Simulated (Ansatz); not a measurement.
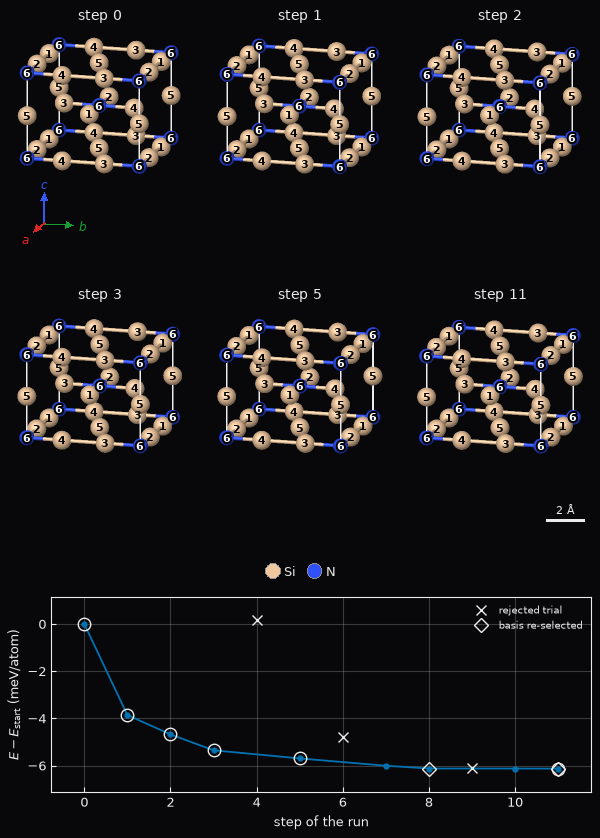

Frames of a relaxation of crystalline Si₅N (a generated structure, set up in I4/mmm), marked on the history of the run. A ball-and-stick model of the conventional cell (2 times the calculation's cell), seen slightly off an axis. Lengths and directions refer to the drawn axes.

These are results of Ansatz, DFT PBE, scalar-relativistic, plane waves, PAW, not measurements. (plane-wave cutoff 420 eV; k-point mesh 10 × 10 × 10; occupations gaussian; smearing width 0.1 eV; no spin polarisation; cell and atoms relaxed; force threshold 0.01 eV/Å; at most 80 steps)

**What happens along the run?**

After 6 accepted moves (11 points after the start) the energy has fallen by 6.1 meV per atom. The largest force component goes from 0.23 to 0.00069 eV/Å. Pressure: 0.38 GPa at the start and 0.01 GPa at the end. The line search rejected the trial steps at points 4, 6, 9 of the run. The SCF was repeated twice at an unchanged geometry on a basis and grid sized afresh for the cell, which shifted the energy by 0.1 meV per atom at most. The largest moves relative to the cell, 0.024 Å, are those of Si1, Si2, Si3 and Si4. Si3 goes along +b. N stays in place. The drawn cell changes as follows: a = b 6.236 → 6.358 Å (+2.0 %), c 4.723 → 4.521 Å (−4.3 %); the volume changes by −0.5 %. Near-neighbour distances that change, for instance: Si1–Si2 2.345 → 2.438 Å, Si1–N6 1.945 → 1.960 Å. The space group stays I4/mmm (No. 139). From step 0 to 1: volume −0.5 %, energy −3.9 meV per atom. From step 1 to 2: volume +0.5 %, energy −0.8 meV per atom. From step 2 to 3: energy −0.7 meV per atom. From step 3 to 5: volume −0.1 %, energy −0.3 meV per atom. From step 5 to 11: volume −0.3 %, energy −0.4 meV per atom.

| step | E − E(0), meV/atom | largest force component, eV/Å | pressure, GPa | volume, Å³/atom | note |
| --- | --- | --- | --- | --- | --- |
| 0 | 0.00 | 0.2272 | 0.38 | 15.302 |  |
| 1 | -3.85 | 0.0501 | 0.58 | 15.226 |  |
| 2 | -4.68 | 0.0316 | 0.09 | 15.299 |  |
| 3 | -5.35 | 0.0388 | -0.05 | 15.292 |  |
| 4 | 0.15 | 0.2598 | 0.39 | 15.116 | rejected |
| 5 | -5.69 | 0.0255 | -0.05 | 15.275 |  |
| 6 | -4.78 | 0.0804 | 0.09 | 15.168 | rejected |
| 7 | -6.00 | 0.0033 | 0.03 | 15.226 |  |
| 8 | -6.12 | 0.0027 | 0.04 | 15.226 | same geometry, new basis |
| 9 | -6.11 | 0.0050 | -0.06 | 15.243 | rejected |
| 10 | -6.12 | 0.0007 | 0.01 | 15.228 |  |
| 11 | -6.13 | 0.0007 | 0.01 | 15.228 | same geometry, new basis |
